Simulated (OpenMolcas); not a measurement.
## Multiconfigurational calculation: Ru³⁺ complex (part 2 of 2)

The same run, continued: Ru³⁺ with 6 ligands (Cl; octahedron, 2.41 Å), neutralised by 6 outer point charges of +0.5 e, whose field is part of the energies. Method: state-averaged CASSCF, active space 5 electrons in the shell 4d, basis ANO-RCC-VTZP on the metal and ANO-RCC-VDZP on the ligands, DKH2 scalar Hamiltonian, spin-orbit coupling by RASSI with atomic mean-field integrals (OpenMolcas).

### The program's output (extracts), continued
```
--- RASSI ---
SPIN-FREE ENERGIES:
  (Shifted by EMIN (a.u.) =      -7293.9999912486)

 SF State       Relative EMIN(au)   Rel lowest level(eV)    D:o, cm**(-1)

     1             0.0000000000        0.0000000000              0.0000
    26             0.0238373201        0.6486465240           5231.6870
    27             0.0238373201        0.6486465240           5231.6870
    28             0.0238373207        0.6486465406           5231.6872
     2             0.0345603280        0.9404344345           7585.1153
     3             0.0345603280        0.9404344345           7585.1153
     4             0.0345603280        0.9404344345           7585.1153
     5             0.0574422771        1.5630839886          12607.1226
     6             0.0574422771        1.5630839886          12607.1226
     7             0.0574422776        1.5630840024          12607.1227
    29             0.0798435604        2.1726539616          17523.6360
    30             0.0798435604        2.1726539616          17523.6360
    31             0.0798435604        2.1726539616          17523.6360
    32             0.0841209193        2.2890468257          18462.4077
    33             0.0916279520        2.4933235920          20110.0110
    34             0.0916279520        2.4933235920          20110.0110
    35             0.0916279520        2.4933235920          20110.0110
     8             0.0963802203        2.6226394002          21153.0133
     9             0.0993785304        2.7042275749          21811.0663
    10             0.0993785304        2.7042275749          21811.0663
    36             0.0999808747        2.7206181981          21943.2656
    37             0.0999808747        2.7206181981          21943.2656
    11             0.1161715621        3.1611892481          25496.7108
    12             0.1161715621        3.1611892481          25496.7108
    13             0.1161715621        3.1611892481          25496.7108
    38             0.1183278344        3.2198644055          25969.9578
    39             0.1183278344        3.2198644055          25969.9578
    40             0.1183278344        3.2198644055          25969.9578
    14             0.1222438159        3.3264236900          26829.4164
    15             0.1222438159        3.3264236900          26829.4164
    41             0.1249971966        3.4013469950          27433.7136
    42             0.1249971966        3.4013469950          27433.7136
    43             0.1249971972        3.4013470126          27433.7138
    44             0.1329845805        3.6186947845          29186.7418
    45             0.1429468451        3.8897818142          31373.2061
    46             0.1429468451        3.8897818142          31373.2061
    47             0.1468403467        3.9957293914          32227.7310
    48             0.1516721457        4.1272093399          33288.1883
    49             0.1516721457        4.1272093399          33288.1883
    50             0.1516721457        4.1272093399          33288.1883
Eigenvalues of complex Hamiltonian:
   -----------------------------------
  (Shifted by EMIN (a.u.) =      -7293.9999912486)

 SO State       Relative EMIN(au)   Rel lowest level(eV)    D:o, cm**(-1)

     1            -0.0016408192        0.0000000000              0.0000
     2            -0.0016408192        0.0000000000              0.0000
     3            -0.0015693120        0.0019458104             15.6940
     4            -0.0015693120        0.0019458105             15.6940
     5            -0.0015693120        0.0019458104             15.6940
     6            -0.0015693120        0.0019458105             15.6940
     7             0.0150714664        0.4547644593           3667.9227
     8             0.0150714664        0.4547644593           3667.9227
     9             0.0236159396        0.6872714177           5543.2178
    10             0.0236159396        0.6872714177           5543.2178
    11             0.0236159399        0.6872714271           5543.2179
    12             0.0236159399        0.6872714271           5543.2179
    13             0.0340718488        0.9717912013           7838.0246
    14             0.0340718488        0.9717912033           7838.0246
    15             0.0340718488        0.9717912013           7838.0246
    16             0.0340718488        0.9717912033           7838.0246
    17             0.0354791890        1.0100868793           8146.9001
    18             0.0354791890        1.0100868793           8146.9001
    19             0.0360354499        1.0252235099           8268.9853
    20             0.0360354499        1.0252235099           8268.9853
    21             0.0360354499        1.0252235090           8268.9853
    22             0.0360354499        1.0252235090           8268.9853
    23             0.0368810365        1.0482330940           8454.5701
    24             0.0368810365        1.0482330940           8454.5701
    25             0.0563925703        1.5791689750          12736.8568
    26             0.0563925703        1.5791689750          12736.8568
    27             0.0566926323        1.5873340786          12802.7128
    28             0.0566926323        1.5873340786          12802.7128
    29             0.0566926324        1.5873340814          12802.7128
    30             0.0566926324        1.5873340814          12802.7128
    31             0.0573792449        1.6060177610          12953.4068
    32             0.0573792449        1.6060177610          12953.4068
    33             0.0574063072        1.6067541627          12959.3463
    34             0.0574063072        1.6067541627          12959.3463
    35             0.0574063074        1.6067541692          12959.3463
    36             0.0574063074        1.6067541692          12959.3463
    37             0.0766492953        2.1303825442          17182.6940
    38             0.0766492953        2.1303825442          17182.6940
    39             0.0766492954        2.1303825458          17182.6940
    40             0.0766492954        2.1303825458          17182.6940
    41             0.0809663300        2.2478550434          18130.1736
Weights of the five most important spin-orbit-free states for each spin-orbit state.

 SO State  Total energy (au)           Spin-free states, spin, and weights
 -------------------------------------------------------------------------------------------------------
    1        -0.001641       1 2.5  0.9546    2 1.5  0.0125    4 1.5  0.0125    3 1.5  0.0125   27 0.5  0.0018
    2        -0.001641       1 2.5  0.9546    2 1.5  0.0125    4 1.5  0.0125    3 1.5  0.0125   27 0.5  0.0018
    3        -0.001569       1 2.5  0.9631    4 1.5  0.0192    2 1.5  0.0104    3 1.5  0.0040   18 1.5  0.0009
    4        -0.001569       1 2.5  0.9631    3 1.5  0.0183    2 1.5  0.0122    4 1.5  0.0032   19 1.5  0.0009
    5        -0.001569       1 2.5  0.9631    4 1.5  0.0181    2 1.5  0.0125    3 1.5  0.0031   18 1.5  0.0008
    6        -0.001569       1 2.5  0.9631    3 1.5  0.0195    2 1.5  0.0097    4 1.5  0.0045   19 1.5  0.0009
    7         0.015071      27 0.5  0.2859   26 0.5  0.2859   28 0.5  0.2859    2 1.5  0.0374    3 1.5  0.0374
    8         0.015071      27 0.5  0.2859   26 0.5  0.2859   28 0.5  0.2859    2 1.5  0.0374    3 1.5  0.0374
    9         0.023616      27 0.5  0.4150   26 0.5  0.4121    3 1.5  0.0521    4 1.5  0.0521    2 1.5  0.0498
   10         0.023616      27 0.5  0.4150   26 0.5  0.4121    3 1.5  0.0521    4 1.5  0.0521    2 1.5  0.0498
   11         0.023616      28 0.5  0.5513   26 0.5  0.1397   27 0.5  0.1367    2 1.5  0.0528    4 1.5  0.0505
   12         0.023616      28 0.5  0.5513   26 0.5  0.1397   27 0.5  0.1367    2 1.5  0.0528    4 1.5  0.0505
```

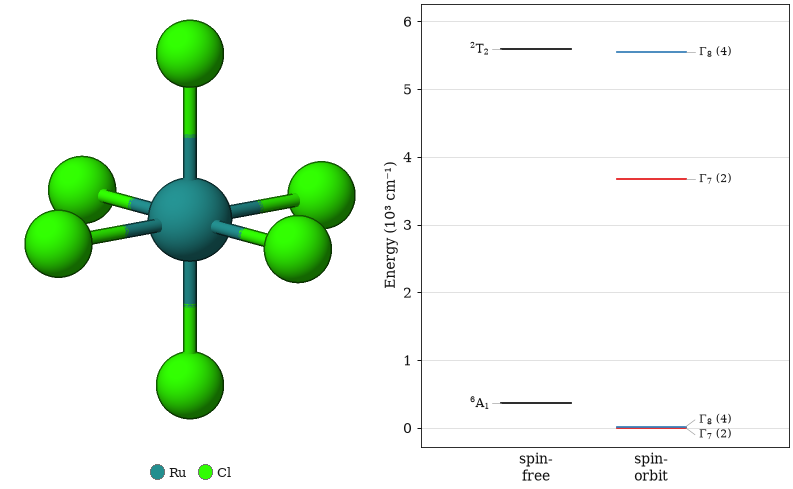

*Ru³⁺ (4d⁵) with 6 ligands, Cl⁻, at 2.41 Å (arrangement: octahedron, Oh), neutralised by outer point charges of +0.5 e, and its levels. Labels give the representation in O, Td, D4 or D3 as the site allows (double group for half-integer spin) where it could be assigned and, in brackets, the degeneracy; spin-free states, where drawn, share the zero of the spin-orbit levels.*

The ground level is Γ₇, a Kramers doublet, 95 % from states of spin multiplicity 6. Its principal g values are 3.29, 3.29 and 3.29, isotropic. The next level lies at 16 cm⁻¹ (Γ₈). The lowest spin-free state is ⁶A₁. The active orbitals hold 80 to 95 % metal character (Löwdin), and the Mulliken charge of the metal is +1.49.

Outcome of the run: converged.
